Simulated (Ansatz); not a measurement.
# AgB (built on the sites of a database entry of InAg): a soft mode frozen in, part 3 of 3

Wanted: the energy along a soft mode of AgB (built on the sites of a database entry of InAg) and the structure at the end.

Ansatz 0.2.0; DFT PBEsol, scalar-relativistic, plane waves, PAW.

So far. Step 5 (Energy along the mode, all amplitudes (two of the runs …): The lowest of the steps tried is at 0.14 Å, 2.98 meV/atom below the parent; the bottom of the well need not coincide with a step. Step 7 (The new phase in its own primitive cell): The largest force component left is 0.016 meV/Å and the pressure is 0.001 GPa, within the tolerances set. The cell now holds 13.69 Å³/atom. The relaxed cell has a = 3.753, c = 13.463 Å (conventional setting).

The structure was built from a prototype and need not be the compound's stable phase.

## (8) Modes of the new phase, k-mesh 15×15×15

A relaxed structure may still be a saddle point, so its zone-centre modes are computed. No field response is asked, since the mesh shows no gap.

File input.yaml:

```yaml
crystal:
  lattice:
    - [1.8764665457, 1.0833784653, 4.4878182523]
    - [-1.8764665457, 1.0833784653, 4.4878182523]
    - [0.0, -2.1667569306, 4.4878182523]
  atoms:
    - { symbol: B, position: [0.3330987421, 0.3330987421, 0.3330987421] }
    - { symbol: B, position: [0.6669012579, 0.6669012579, 0.6669012579] }
    - { symbol: Ag, position: [0.0, 0.0, 0.0] }
    - { symbol: Ag, position: [0.5, 0.5, 0.5] }
kpoints:
  mp_grid: { grid: [15, 15, 15] }
hamiltonian:
  xc: pbesol
scf:
  occupations: { method: methfessel_paxton, width: 0.2 }
output:
  eigenvalues: true
phonons:
  method: dfpt
```

Launch:

```
> ansatz run input.yaml --threads 4 --pin off --max-ram 7168MiB --backend cpu --events-out ev --progress --plain --runs-dir out
```

Numbers of over 12 decimals in the logs are rounded to 6 here.

Log:

```text
[...]
Crystal: 4 atoms, lattice volume = 54.740 Å³
Basis set: ecut = 420 eV, 1101 PW (Γ), exchange–correlation on 72×72×72 points (8 copies of the dense FFT grid, shifted against one another)
Bands: 27, of which v1, the nominal top of the filled ones, is band 22 counted from 1 (21 counted from 0)
Symmetry: 12 space group operations
k-points: 904 of 3375 (irreducible under 2 space group operations, time reversal used)
[...]
SCF iter   1: F=—  HF=-15345.566377 eV  |F-HF|=—  |Δ(HF+E_count)|=         —  Δρ=8.51e-3  dr2=4.88e-2  ethr=1.77e-3  ⟨swp⟩=4.7  Hψ=85256  notcnv=0
[...]
SCF iter  11: F=-15345.551477 eV  HF=-15345.551477 eV  |F-HF|=1.82e-12  |Δ(HF+E_count)|=  9.09e-12  S|Δr|=    0.00e0  Δρ=4.87e-8  dr2=1.04e-12  ethr=1.00e-12  ⟨swp⟩=6.7  Hψ=103288  notcnv=0
SCF 1 converged in 11 iterations: F = -15345.551477 eV  dr2 = 1.04e-12
[...]
DFPT response loops at Γ: preconditioner auto → Kerker (q_TF=auto, 2.631 Å⁻¹) (partly filled bands, converged f_vac=0.000); β = 1.00, the filter's whole step (`scf.mixing.beta` (0.50) is not read by the response loops under this deck's `scf.mixing.preconditioner`; to damp them name `kerker` or `kerker_dos`, under which they read `scf.mixing.beta`, and type it under 1.00, their step now; both keys bind the ground state too); Broyden in place of MSR1
SCF converged after 11 iterations
[...]
Free energy (F): -15345.551477 eV
[...]
Internal energy: -15345.551015 eV  (E = F + TS)
E sigma→0 (E₀):  -15345.551361 eV
Entropy (-TS):   -0.000462 eV (-0.116 meV/atom)
Fermi energy:    13.595074 eV
[...]
--- Band table (eV; the first three rows and the last of 904) ---
  k-point 0: bands = [... 18 lower, 9.4016, 9.4446, 13.7296, 14.4068, 15.3934, 15.3934, 15.7396, 15.7396, ... 1 higher]
  k-point 1: bands = [... 18 lower, 9.3846, 9.8271, 13.6968, 14.4037, 14.5533, 14.5775, 16.5919, 16.6008, ... 1 higher]
  k-point 2: bands = [... 18 lower, 9.3453, 10.3088, 12.9875, 13.6718, 14.2559, 14.5329, 17.4086, 17.6448, ... 1 higher]
  k-point 903: bands = [... 18 lower, 8.9765, 9.0030, 14.1508, 14.5020, 14.7643, 16.5815, 16.6680, 16.9843, ... 1 higher]
--- Phonons (Γ-DFPT): 6 representative perturbations + reference, on 904 of 3375 k-points (Σ response iterations 21) ---
  k mesh reduced under 2 symmetry operations, with k and −k counted as one. Each operation leaves every solved perturbation unchanged. A smaller set is not used because it would not reduce the number of displacements times k-points to solve
  ASR residual: 3.451e-5 → 0.000e0 eV/Å²; symmetrization residual: 3.329e-6 eV/Å²
  ASR residual per site (eV/Å²): 1.29e-5 1.29e-5 3.45e-5 1.20e-5
  Γ frequencies (cm⁻¹): -74.24 -74.24 -74.12 0.00 0.00 0.00 171.54 171.54 289.83 353.54 426.35 426.35
  non-analytic LO–TO correction: not included (Born effective charges unavailable; polar crystals: no LO–TO splitting at Γ)
```

The job ended after 9 min (4 threads of Arm Neoverse N1, shared host; peak memory 3.5 GiB; 34 min of CPU time).

Numbers from this step:

| Quantity | Value |
| --- | --- |
| sum-rule residual before enforcement | 3.45e-5 eV/Å² |
| point group | -3m |
| highest optical mode at the zone centre (no LO-TO term) | 426.4 cm⁻¹ |
| lowest optical zone-centre mode | -74.24 cm⁻¹ |

Patterns of degenerate modes are one choice out of their space. The modes at Γ (shares of kinetic energy by element, %) (negative means imaginary):

```
mode  frequency (cm⁻¹)  symmetry  B %  Ag %
   1             -74.2        Eu   10    90
   2             -74.2        Eu   10    90
   3             -74.1       A2u   19    81
   4               0.0  acoustic    9    91
   5               0.0  acoustic    9    91
   6               0.0  acoustic    9    91
   7             171.5        Eg  100     0
   8             171.5        Eg  100     0
   9             289.8       A2u   72    28
  10             353.5       A1g  100     0
  11             426.4        Eu   81    19
  12             426.4        Eu   81    19
```

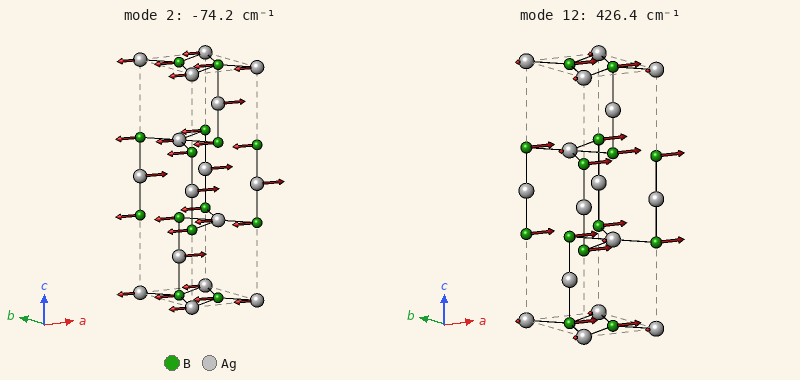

Displacement patterns of modes 2 and 12 at Γ; arrows are exaggerated. Some periodic images of atoms are drawn too.

Before it was imposed, the acoustic sum rule was missed by 3.5e-5 eV/Å². Small misses are needed for a sound result but don't prove that mesh and cutoff are converged. The lowest optical mode is imaginary, 74.2i cm⁻¹, so the energy falls along it.

## (9) Results

- unstable mode of the parent: q = (-0.5, -0.5, -0.5), 142i cm⁻¹
- depth at the lowest point sampled: 2.98 meV/atom
- largest atomic shift at that point: 0.14 Å
- space group reached (within 0.01 Å): R-3m
- energy gained over the parent (first relaxation, on the mesh of the frozen mode): 245 meV/atom
- volume per atom, phase reached: 13.7 Å³
- lowest optical zone-centre mode, phase reached: -74.2 cm⁻¹
- highest optical mode at the zone centre (no LO-TO term), phase reached: 426 cm⁻¹

What this shows: Along this mode the structure falls into R-3m, 245 meV/atom below the parent. At the parent's cell the well is 2.984 meV/atom deep on the steps tried, with its lowest point at a shift of 0.14 Å. Relaxing atoms and cell changes the gain by +241.64 meV/atom against the lowest step (energies at zero smearing). Most of the total comes from this relaxation. The new phase still has an imaginary mode at the zone centre of its cell, so it is a saddle point on the way to a lower structure. Of the 5 patterns followed to their end from this parent, this one ends 671 meV/atom above the lowest, Imma. Each path keeps the symmetry of its pattern, so a lower phase may lie along a pattern not tried. With no gap, or one that is small against the smearing, the frequencies hang on the k mesh and the smearing, most of all near Kohn anomalies. The starting cell was built on a prototype and not taken from a measurement, so the phase need not exist.

[Logs are printed without paths, hosts, clocks, repeated set-up lines and the standing remarks that a program may print on its own settings, such as how far it seeks lower states.]

[Hosts, paths, dates, database ids (printed as entryN), source tags and the programs' standing remarks are cut or masked in the printed files.]
